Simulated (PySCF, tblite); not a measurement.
# C2H5SSi radical: geometry, infrared bands and EPR parameters

What infrared bands and EPR parameters should C2H5SSi radical (`C=[C]S[SiH3]`) show?

Computed with tblite 0.8.0 and PySCF 2.14.0, with density-fitted response routines of our own, on a single molecule in the gas phase. Atoms count from 0, in the outputs and in this text.

### Step 1. The molecule as given

9 atoms, charge 0, multiplicity 2; geometry from: force field or distance geometry start.

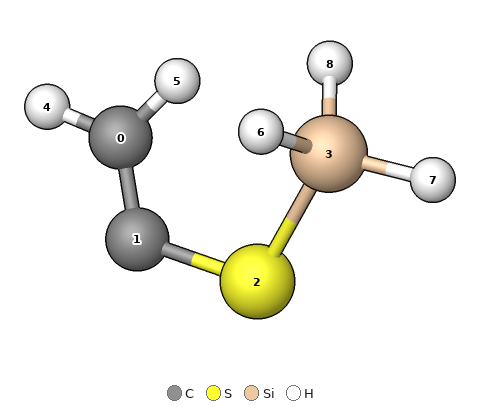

As it starts; carbon grey, sulfur yellow, silicon light orange, hydrogen white, atoms numbered; sticks join atoms by distance.

### Step 2. Optimising the geometry with GFN2-xTB

What the job is given:

```
{"job": {"kind": "relax", "xc": "GFN2-xTB", "basis": "xTB"}, "charge": 0, "multiplicity": 2}
C      1.688200    -0.088300     0.294100
C      1.439700     1.196800     0.018400
S     -0.172100     1.601900    -0.585200
Si    -1.448600    -0.078700    -0.232800
H      2.662600    -0.399200     0.684700
H      0.946600    -0.877300     0.158700
H     -1.543900    -0.181100     1.249800
H     -2.759200     0.132500    -0.826500
H     -0.799800    -1.300600    -0.786400
```

The run is started by

```
OMP_NUM_THREADS=1 python probes_run.py task.json out
```

This one command runs all jobs of the session in turn.

Standard output:

```text
step      E/eV     max force
  0    -318.10200    3.186
  1    -318.26405    1.867
  2    -318.36168    0.914
  3    -318.39594    0.634
  4    -318.41901    0.600
  5    -318.45089    0.663
  6    -318.47241    0.567
  7    -318.49851    0.598
  8    -318.52461    0.618
  9    -318.55447    0.557
 10    -318.57442    0.388
 11    -318.58218    0.186
 12    -318.58600    0.216
 13    -318.59004    0.275
 14    -318.59486    0.244
 15    -318.60056    0.254
 16    -318.60714    0.250
 17    -318.61419    0.268
 18    -318.62103    0.288
 19    -318.62692    0.234
 20    -318.63162    0.215
 21    -318.63615    0.225
 22    -318.64161    0.232
 23    -318.64647    0.204
 24    -318.64927    0.144
 25    -318.65164    0.151
 26    -318.65462    0.175
 27    -318.65791    0.275
 28    -318.66108    0.258
 29    -318.66338    0.133
 30    -318.66466    0.097
 31    -318.66562    0.115
 32    -318.66810    0.150
 33    -318.67088    0.171
 34    -318.67300    0.122
 35    -318.67389    0.083
 36    -318.67447    0.089
 37    -318.67514    0.118
 38    -318.67606    0.136
 39    -318.67709    0.095
 40    -318.67787    0.060
 41    -318.67816    0.051
 42    -318.67852    0.055
 43    -318.67903    0.078
 44    -318.67983    0.089
 45    -318.68083    0.102
 46    -318.68202    0.129
 47    -318.68340    0.161
 48    -318.68513    0.192
 49    -318.68603    0.278
 50    -318.68878    0.189
 51    -318.69059    0.136
 52    -318.69323    0.132
 53    -318.69410    0.098
 54    -318.69524    0.098
 55    -318.69642    0.123
 56    -318.69719    0.108
 57    -318.69866    0.163
 58    -318.70017    0.103
 59    -318.70128    0.218
 60    -318.70306    0.098
 61    -318.70463    0.110
 62    -318.70634    0.138
 63    -318.70844    0.085
 64    -318.71006    0.244
 65    -318.71215    0.194
 66    -318.69915    0.877
 67    -318.70661    0.768
 68    -318.71501    0.268
 69    -318.71822    0.223
 70    -318.71966    0.150
 71    -318.72222    0.268
 72    -318.72468    0.109
 73    -318.72642    0.113
 74    -318.72888    0.130
 75    -318.73049    0.081
 76    -318.73188    0.152
 77    -318.73277    0.123
 78    -318.73359    0.194
 79    -318.73416    0.125
 80    -318.73464    0.051
 81    -318.73488    0.054
 82    -318.73521    0.060
 83    -318.73529    0.048
 84    -318.73548    0.037
 85    -318.73572    0.043
 86    -318.73615    0.054
 87    -318.73672    0.056
 88    -318.73732    0.058
 89    -318.73768    0.052
 90    -318.73773    0.118
 91    -318.73803    0.033
 92    -318.73808    0.031
 93    -318.73824    0.038
 94    -318.73841    0.062
 95    -318.73887    0.105
 96    -318.73964    0.134
 97    -318.74089    0.155
 98    -318.73908    0.191
 99    -318.74320    0.097
100    -318.74380    0.102
101    -318.74421    0.085
102    -318.74489    0.048
103    -318.74515    0.060
104    -318.74557    0.031
105    -318.74570    0.032
106    -318.74584    0.033
107    -318.74602    0.044
108    -318.74620    0.039
109    -318.74630    0.023
110    -318.74633    0.009
```

Wall time 0.37 s (1 thread of Arm Neoverse V2, shared host).

Step by step: (not every step is listed)

```tsv
step	energy from step 0 (eV)	largest force (eV/Å)
0	0.0000	3.1856
1	-0.1621	1.8670
2	-0.2597	0.9137
3	-0.2939	0.6343
4	-0.3170	0.6003
5	-0.3489	0.6627
6	-0.3704	0.5668
7	-0.3965	0.5977
8	-0.4226	0.6177
17	-0.5122	0.2675
26	-0.5526	0.1750
35	-0.5719	0.0832
44	-0.5778	0.0886
53	-0.5921	0.0979
62	-0.6043	0.1378
71	-0.6202	0.2683
80	-0.6326	0.0507
89	-0.6357	0.0516
98	-0.6371	0.1913
105	-0.6437	0.0315
106	-0.6438	0.0333
107	-0.6440	0.0445
108	-0.6442	0.0391
109	-0.6443	0.0226
110	-0.6443	0.0093
```

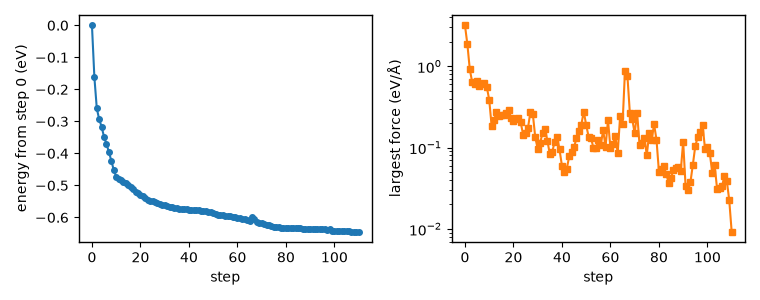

Energy and largest force along the relaxation.

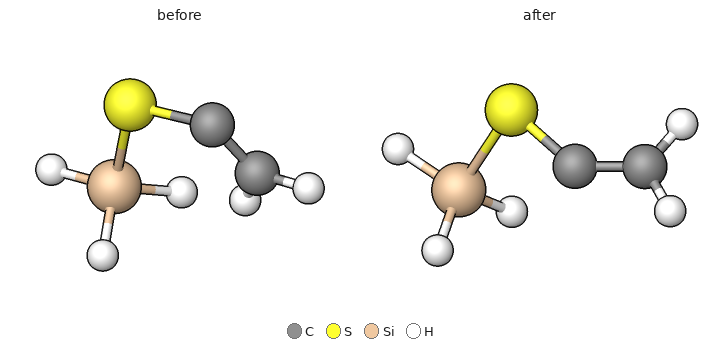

The geometry before (left) and after (right).

Distances of close pairs at the start and the end, largest changes first:

```tsv
bond	before (Å)	after (Å)	change (Å)
C1–S2	1.768	1.688	-0.080
C0–C1	1.338	1.301	-0.036
Si3–H6	1.489	1.456	-0.034
S2–Si3	2.140	2.172	+0.033
Si3–H8	1.490	1.458	-0.032
C0–H4	1.095	1.079	-0.015
C0–H5	1.091	1.088	-0.003
Si3–H7	1.454	1.453	-0.001
```

The next job starts from the end point, and lists it.

### Step 3. Vibrational analysis with GFN2-xTB

What the job is given:

```
{"job": {"kind": "ir", "xc": "GFN2-xTB", "basis": "xTB"}, "charge": 0, "multiplicity": 2}
C      2.165603    -0.100305     0.302203
C      0.963934     0.398618     0.323637
S     -0.117655     1.142768    -0.737241
Si    -1.861180    -0.035035    -0.197063
H      2.636725    -0.444408     1.210309
H      2.759720    -0.225318    -0.600848
H     -2.031571     0.097558     1.242514
H     -2.915197     0.584916    -0.982476
H     -1.586817    -1.412801    -0.586214
```

Standard output:

```text
mode    cm-1     km/mol
  1      79.2      2.20
  2      95.2      0.27
  3     131.2      2.72
  4     290.7      4.22
  5     463.7     29.15
  6     490.8     26.48
  7     532.4     43.75
  8     563.1     25.01
  9     723.7    153.59
 10     735.7     95.54
 11     763.7    412.91
 12     772.6    149.09
 13     835.2     33.84
 14     968.2      2.47
 15    1369.7      1.72
 16    1714.4     93.49
 17    2314.8    259.81
 18    2333.2    144.68
 19    2357.7    198.44
 20    2918.7     20.07
 21    3063.6     15.66
```

Wall time 0.13 s (1 thread of Arm Neoverse V2, shared host).

Which atoms move in the most intense modes:

```tsv
cm⁻¹	km/mol	atoms
724	153.6	H7 30 %, H6 28 %, S2 15 %, C1 13 %
736	95.5	H7 33 %, H8 17 %, S2 16 %, C1 13 %
764	412.9	H7 34 %, H8 26 %, H6 20 %
773	149.1	H8 51 %, H6 41 %
1714	93.5	C1 55 %, C0 43 %
2315	259.8	H8 90 %
2333	144.7	H6 91 %
2358	198.4	H7 96 %
```

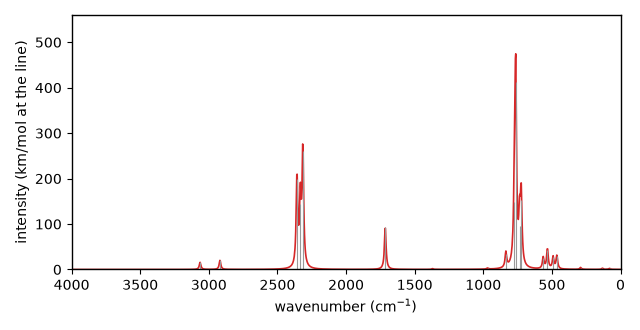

The infrared spectrum from these modes, unscaled. Lines are broadened to a width of 14 cm⁻¹ (Lorentzian).

### Step 4. g tensor and hyperfine couplings: B3LYP/pcH-1

The job, as its differences from that of step 3:

```diff
@@ -1,2 +1,2 @@
-{"job": {"kind": "ir", "xc": "GFN2-xTB", "basis": "xTB"}, "charge": 0, "multiplicity": 2}
+{"job": {"kind": "epr", "basis": "pcH-1"}, "charge": 0, "multiplicity": 2}
 C      2.165603    -0.100305     0.302203
```

Method: UKS B3LYP, pcH-1 on C H S Si, non-relativistic, mean-field spin-orbit, GIAO.

Standard output:

```text
UKS, coarse grid
  cycle   1  E = -766.81461295  |g| = 2.64e-01
  cycle   2  E = -766.79572204  |g| = 3.01e-01
  cycle   3  E = -766.84432810  |g| = 6.13e-02
  cycle   4  E = -766.84629488  |g| = 2.98e-02
  cycle   5  E = -766.84677413  |g| = 8.93e-03
  cycle   6  E = -766.84682751  |g| = 5.16e-03
  cycle   7  E = -766.84684977  |g| = 1.83e-03
  cycle   8  E = -766.84685758  |g| = 8.17e-04
UKS, final grid
  cycle   1  E = -766.84686136  |g| = 7.05e-04
  cycle   2  E = -766.84686182  |g| = 7.57e-04
  cycle   3  E = -766.84686220  |g| = 2.46e-04
  cycle   4  E = -766.84686235  |g| = 2.34e-04
  cycle   5  E = -766.84686244  |g| = 6.61e-05
  cycle   6  E = -766.84686245  |g| = 1.63e-05
E = -766.84686245 Eh   <S^2> = 0.7572 (exact 0.7500)
g shifts (ppm)      1          2          3
  rmc          -167       -167       -167
  gc              9         33         16
  oz_so       -1258         29       3288
  total       -1416       -105       3137
hyperfine (MHz)  atom isotope    a_iso     a_fc   dipolar eigenvalues
    0   13C      17.17      17.18    -14.91      0.08     14.83
    1   13C     318.22     318.12    -70.05    -53.67    123.72
    2   33S      -0.75      -0.58    -21.57    -16.93     38.49
    3  29Si     -29.41     -29.46     -4.04      1.81      2.23
    4    1H      83.68      83.69     -7.35     -4.03     11.37
    5    1H     143.51     143.52     -4.86     -1.18      6.04
    6    1H       2.29       2.29     -3.18     -1.92      5.10
    7    1H       3.85       3.85     -1.62     -1.28      2.90
    8    1H       3.00       3.00     -2.09     -1.59      3.68
```

Run time: 18 s. Hardware: 1 thread of Arm Neoverse V2, shared host; peak memory 0.63 GiB.

Principal g values 2.00090, 2.00221, 2.00546; g(iso) = 2.00286, against 2.00232 for a free electron.

Hyperfine couplings; where a row names several nuclei, a(iso) is their mean (it holds for fast rotation or exchange) and the dipolar term the largest among them:

```tsv
nuclei	isotope	a(iso) (MHz)	a(iso) (G, at g = 2.0023)	largest dipolar term (MHz)
C1	13C	318.2	113.5	123.7
H5	1H	143.5	51.2	6.0
H4	1H	83.7	29.9	11.4
Si3	29Si	-29.4	-10.5	-4.0
C0	13C	17.2	6.1	-14.9
H6, H7, H8	1H	3.0	1.1	5.1
S2	33S	-0.7	-0.3	38.5
```

Mulliken spin populations:

```tsv
atom	value (e)
C0	-0.11
C1	0.82
S2	0.15
Si3	0.02
H4	0.03
H5	0.08
H6	0.01
H7	0.00
H8	0.00
```

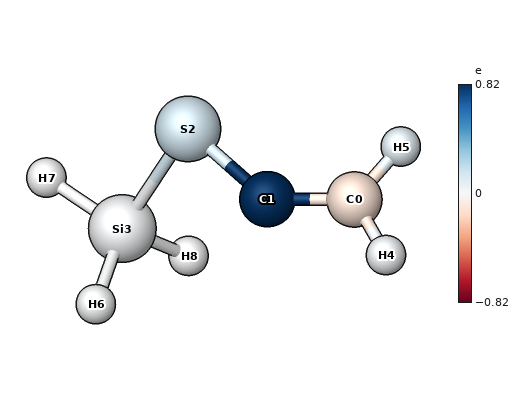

Mulliken spin populations, as colours on the atoms.

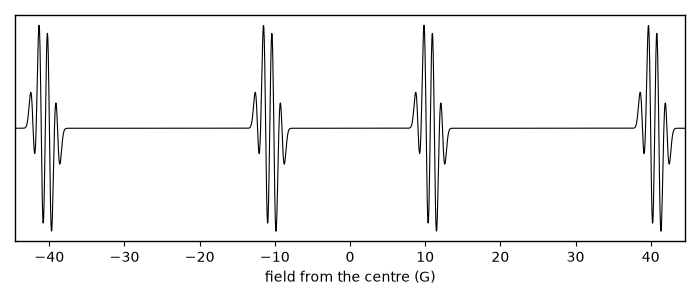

First-order isotropic spectrum (first derivative, main isotopes with spin only, couplings over 0.8 MHz, Gaussian width 0.3 G; couplings of the frozen geometry, rotation of groups not averaged beyond the rows shown).

Orbitals, density, ELF and potential are computed afterwards from the orbital file.

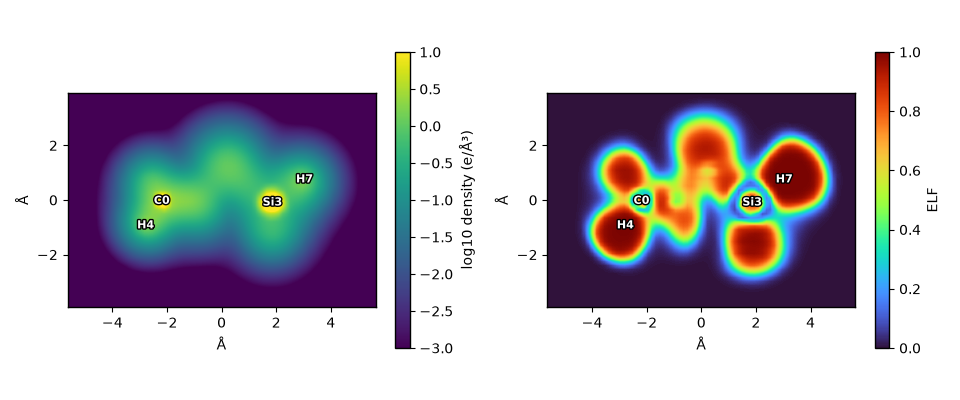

Density (left) and ELF (right) in a plane through or near 4 of the atoms.

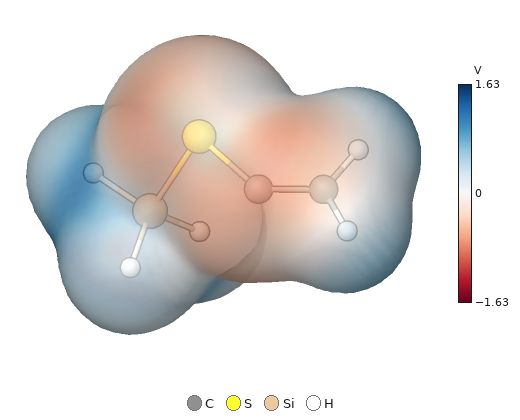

Electrostatic potential on the surface of density 0.002 e/bohr³; red is low, blue high. It runs from -0.71 V near C1 to 1.63 V near H8.

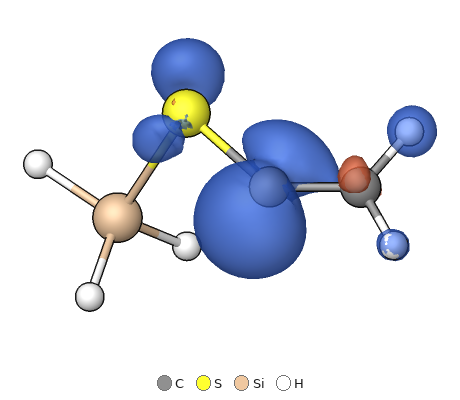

Spin density at ±0.05 e/Å³ (alpha excess blue, beta excess red).

### Step 5. Outcome

| quantity | value |
| --- | --- |
| strongest single infrared mode (GFN2-xTB) | 764 cm⁻¹, 413 km/mol |
| zero-point energy (GFN2-xTB) | 33.6 kcal/mol |
| g(iso) (B3LYP) | 2.00286 |
| ⟨S²⟩ | 0.757 (exact 0.75) |
| largest a(iso) (averaged by class) | 13C on C1, 318.2 MHz |
| potential on the surface of density 0.002 e/bohr³, 1st and 99th percentile | -0.71 V and 1.63 V |

**Reading.** The optimisation took 110 steps and gained 0.644 eV; among the close pairs (by a distance rule), C1–S2 changed most, from 1.768 to 1.688 Å. No mode is imaginary among the 21: a minimum at this level. The strongest single mode, at 764 cm⁻¹, is spread over several atoms, H7, H8, H6 among them. Unscaled tight-binding wavenumbers are off by several per cent, some by more. Its intensities can rank the bands wrongly. C1 carries the largest spin population, 0.82 e. The isotropic g lies 0.5 ppt above the free-electron value. The conformer search found further structures of the same energy, which may be mirror or relabelled copies of this one.
